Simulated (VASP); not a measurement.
Band structure of K (space group Im-3m). Computed with PBE GGA, VASP's PBE PAW potentials (set 64) (plane waves; VASP).

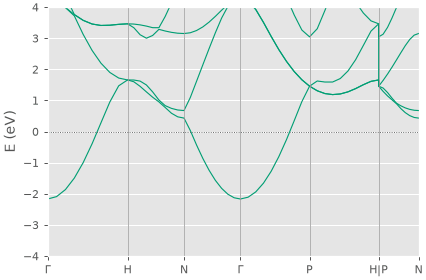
Figure: Bands along high-symmetry lines, zero at the valence-band maximum or, without a gap, the Fermi level

Question: Read the plot: is there a gap, and where are the band edges?

Answer: It has no gap at this level: it comes out as a metal or semimetal.

The structure is a typed K crystal (Im-3m). The cell was not relaxed at this level.
